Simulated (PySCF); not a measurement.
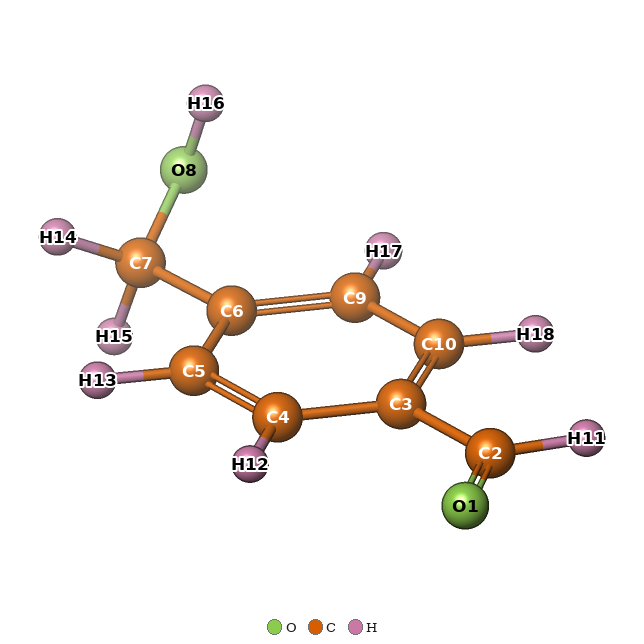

Depth is shown by fading: the farther an atom, the more it takes the colour of the background. Computed geometry: PBE0-D3(BJ)/def2-SVP optimisation. No frequency run is at hand to confirm it as a minimum.

> What is the conformation of the ring C3–C4–C5–C6–C9–C10?

It is planar. The Cremer–Pople amplitude Q is 0.00 Å.

> Give the torsion angles round the ring, beginning with the bond from its second to its third atom.

0°, 0°, 0°, 0°, 0°, 0°.
